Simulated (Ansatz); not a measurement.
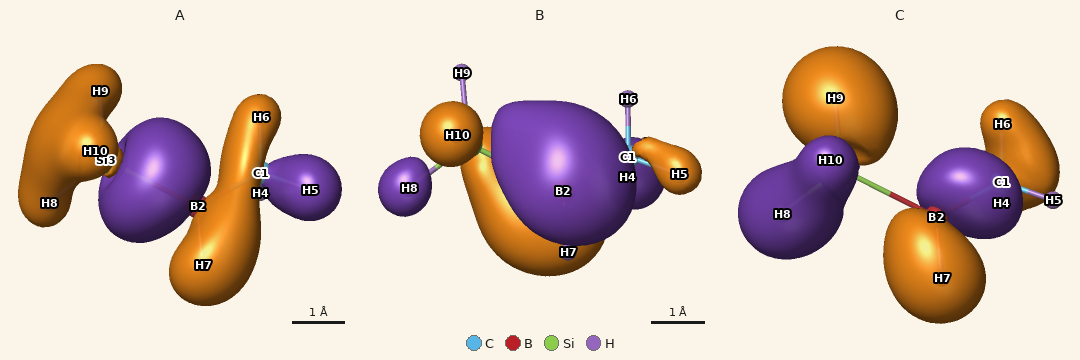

CH7BSi. Three frontier orbitals at ±0.1 Å⁻³ᐟ² (orange and purple are the two phases), in no order.

Theory: UKS B3LYP/6-31G* (Ansatz).

```xyz
10

C    -1.1123    0.9683   -0.5856
B     0.1063   -0.0052   -0.6818
Si    1.0327   -0.8812    0.8980
H    -1.9926    0.3341   -0.8086
H    -1.1172    1.7456   -1.3599
H    -1.2958    1.4212    0.3942
H     0.5096   -0.2930   -1.7760
H     1.1534   -2.3582    0.7148
H     0.3735   -0.6384    2.2146
H     2.4254   -0.3445    0.9934
```

Q: Which picture is the HOMO−1, the HOMO and the LUMO?

A: C is the HOMO−1 (−8.82 eV). Its weight (Hirshfeld) is mainly on Si3 (about 20 %), H9 (about 15 %), C1 (about 15 %), B2 (about 15 %), H7 (about 10 %) and H8 (about 10 %). A is the HOMO (−7.60 eV). It lies mainly on Si3 (about 35 %), B2 (about 30 %), H7 (about 10 %) and C1 (about 10 %). B is the LUMO (−1.75 eV). Its weight (Hirshfeld) is mainly on B2 (about 55 %), Si3 (about 15 %) and C1 (about 10 %).

Q: What is the HOMO–LUMO gap?

A: 5.85 eV between the orbital energies.
